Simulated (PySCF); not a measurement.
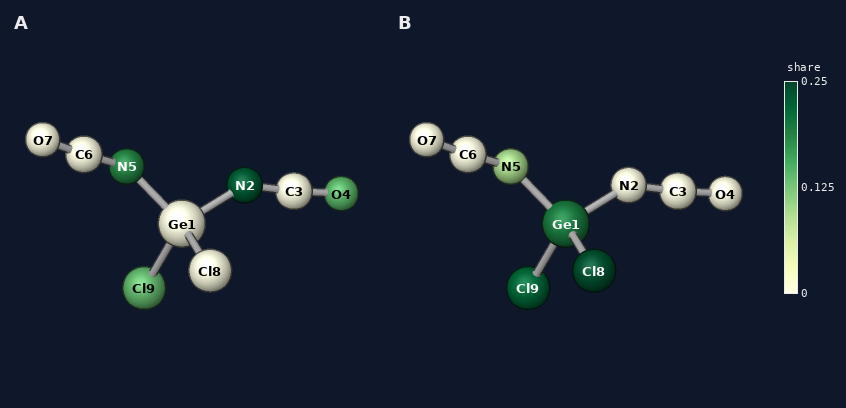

Each panel colours the atoms by their Löwdin share in one orbital (up to four of the largest shares; other atoms are shown as zero). The geometry was computed by an optimisation with PBE0-D3(BJ)/def2-SVP. No frequency run is at hand to confirm it as a minimum. Method: ωB97X-D/def2-SVPD (PySCF 2.14.0).

The panels show the HOMO, LUMO, in some order. Which is which?

Answer. A: HOMO, −11.35 eV; N2 0.23, N5 0.19, O4 0.14, Cl9 0.14
B: LUMO, −0.24 eV; Cl8 0.24, Cl9 0.22, Ge1 0.20, N5 0.10
